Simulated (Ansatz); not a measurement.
# CH4ClFSi: what the fields show

Input

```
crystal:
  periodic: [false, false, false]
  atoms:
    - {symbol: C, position_ang: [0.283431, -0.163458, -2.221399]}
    - {symbol: Cl, position_ang: [-0.134754, 1.595614, -2.277421]}
    - {symbol: F, position_ang: [0.400906, -2.255042, -0.284449]}
    - {symbol: Si, position_ang: [0.043185, -0.671317, -0.426753]}
    - {symbol: H, position_ang: [-1.376838, -0.470566, -0.041431]}
    - {symbol: H, position_ang: [0.972081, 0.102819, 0.435283]}
    - {symbol: H, position_ang: [-0.382264, -0.692536, -2.919696]}
    - {symbol: H, position_ang: [1.319419, -0.276987, -2.574286]}
basis:
  gaussian:
    orbitals: def2-TZVPD
magnetization:
  spin_polarized: false
  initial_magnetization: 0
output:
  forces: true
  orbitals: {seedname: orbitals}
hamiltonian:
  xc: pbe0
```

Command:

```sh
ansatz run input.yaml --threads 2 --pin off --max-ram 4350MiB --events-out events.jsonl --progress --plain --runs-dir runs
```

Geometry: r2SCAN-D4/def2-SVP.

All numbers below come from isolated molecule in a Gaussian basis; Kohn-Sham density functional theory, functional PBE0 in Ansatz.

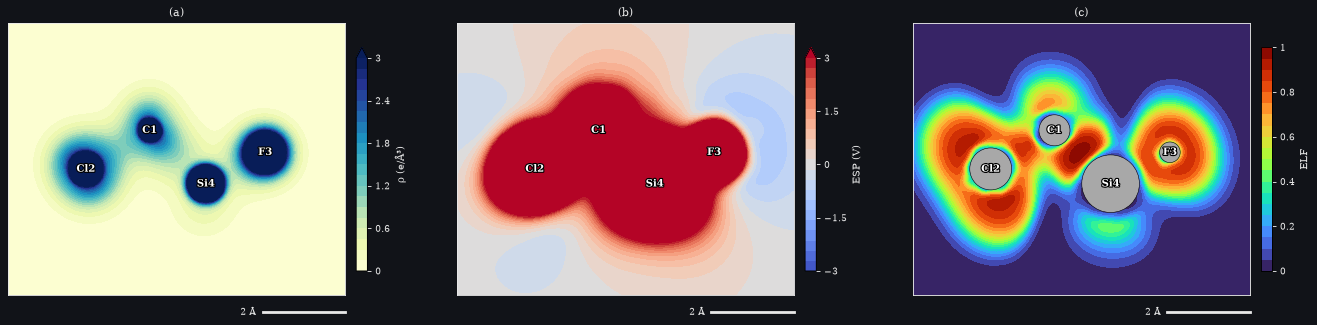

Figure 1. (a) total electron density; (b) electrostatic potential; (c) ELF on the plane of atoms Cl2, C1 and Si4. Grey discs cover the atomic cores in the ELF map.

Q: Interpret the plot.

A:
- The plane passes through C, Cl, F and Si nuclei.
- Si–F (1.63 Å): ρ is about 1.1 e/Å³ halfway; the ELF peaks at about 0.85 in the valence shell of F, 0.6 Å from its nucleus, and is about 0.40 at the midpoint.
- C–Cl (1.81 Å): the density is about 1.2 e/Å³ at the midpoint; the ELF peaks at about 0.85 between the atoms: localised, covalent bonding.
- C–Si (1.88 Å): ρ is about 0.99 e/Å³ halfway; the ELF peaks at about 1 between the atoms; a covalent bond.
- The ELF also peaks beside Cl2 and F3, away from the bonds: lone-pair regions.
- Outside the dense part of the molecule the potential is most negative (−0.9 V) near F3.

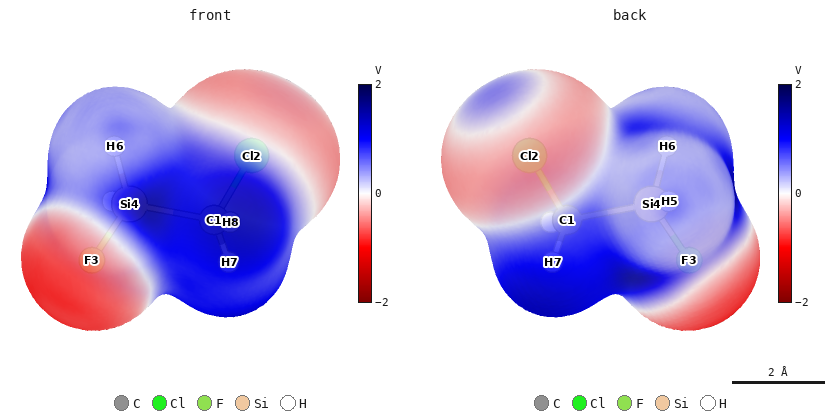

Figure 2. The electrostatic potential painted on the density surface at 0.002 e/bohr³, seen from the front and from behind; the colour scale runs from red (negative) to blue (positive).

Q: Where is the surface potential most negative and most positive?

A: The most negative region (about −0.9 V) lies over F3, the most positive (about +1.5 V) over Si4. Cl2 shows a σ-hole: about +0.5 V at the tip opposite its bond, against about −0.3 V on its flanks.

Q: What dipole moment does the calculation give?

A: Its dipole moment is 0.57 D.
